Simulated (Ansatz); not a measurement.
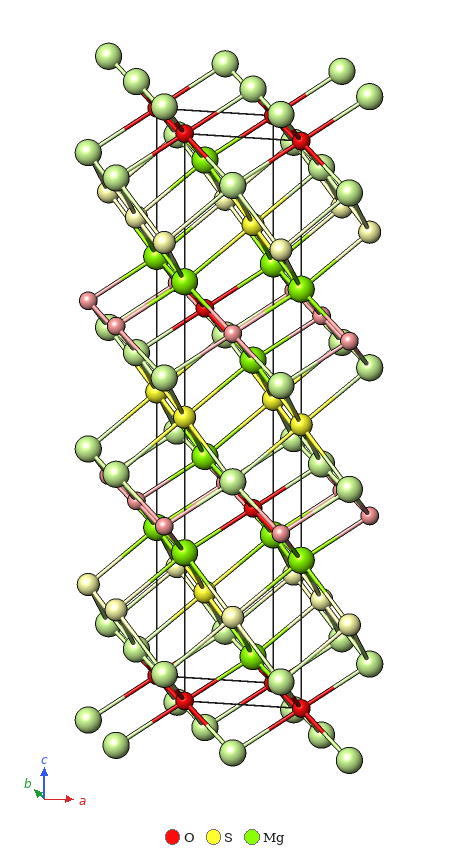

The figure gives a ball-and-stick picture of the atoms, viewed slightly off an axis. The wireframe shows the conventional unit cell. Atoms just outside the outline that bond to atoms inside are added, in fainter colours.

Mg₂SO, space group R-3m (No. 166), a = 3.459 Å, b = 3.459 Å, c = 16.492 Å, α = 90.00°, β = 90.00°, γ = 120.00°. Starting structure: a structure type filled with these elements by a generator (whether the compound takes this form wasn't checked). The cell was then strained or its atoms displaced on purpose. An electronic-structure calculation with Ansatz was run on it.

This one geometry was computed with Ansatz (DFT, plane waves, PAW) at three levels of theory: HSE06, r2SCAN and PBE. It was relaxed with r2SCAN and then strained.

Which level gives the highest pressure at this volume, and what does that say about its equilibrium volume?

Answer. Highest: PBE (-4.0 GPa), which points to the largest equilibrium volume. Lowest, with the smallest volume: HSE06 (-6.8 GPa) and r2SCAN (-6.4 GPa). Levels within 0.5 GPa of each other can't be told apart.

How does the band gap change with the level of theory?

Answer. PBE: a gap of 1.12 eV, direct; r2SCAN: a gap of 1.77 eV, direct; HSE06: a gap of 2.15 eV, direct.

Collect the results in a table.

Answer.
| level | cutoff (eV) | k-mesh of the run's cell | gap (eV) | pressure (GPa) |
| --- | --- | --- | --- | --- |
| HSE06 | 420 | 6×6×6 | 2.15 | -6.8 |
| r2SCAN | 500 | 10×10×10 | 1.77 | -6.4 |
| PBE | 420 | 10×10×10 | 1.12 | -4.0 |

Gaps are taken on the k-mesh or band path of each run.
